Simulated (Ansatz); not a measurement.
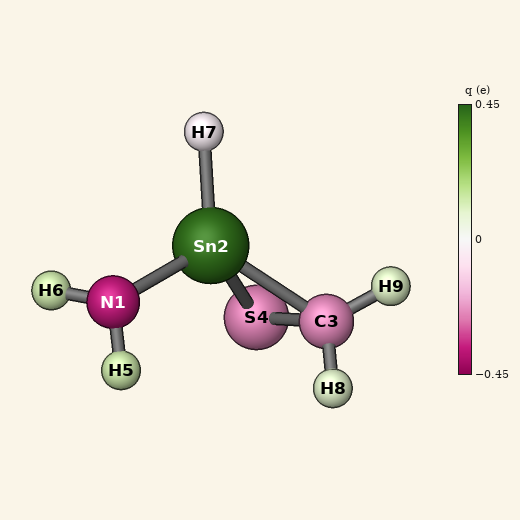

Atoms are coloured by their Mulliken charges. The geometry was computed by an optimisation with PBE-D4/def2-SVP. No frequency run is at hand to confirm it as a minimum. Properties computed with RKS PBE-D4/def2-SVP, core potentials on Sn (Ansatz 0.2.0).

Question: Which atom carries the highest charge (most positive or least negative)?

Answer: Sn2 (0.43 e).

Question: And the lowest?

Answer: N1 (−0.36 e).

List the Mulliken charges.

| atom | value (e) |
| --- | --- |
| N1 | −0.36 |
| Sn2 | 0.43 |
| C3 | −0.24 |
| S4 | −0.25 |
| H5 | 0.13 |
| H6 | 0.13 |
| H7 | −0.03 |
| H8 | 0.09 |
| H9 | 0.10 |

Mulliken values depend strongly on the basis set and can even reverse the polarity of a bond.
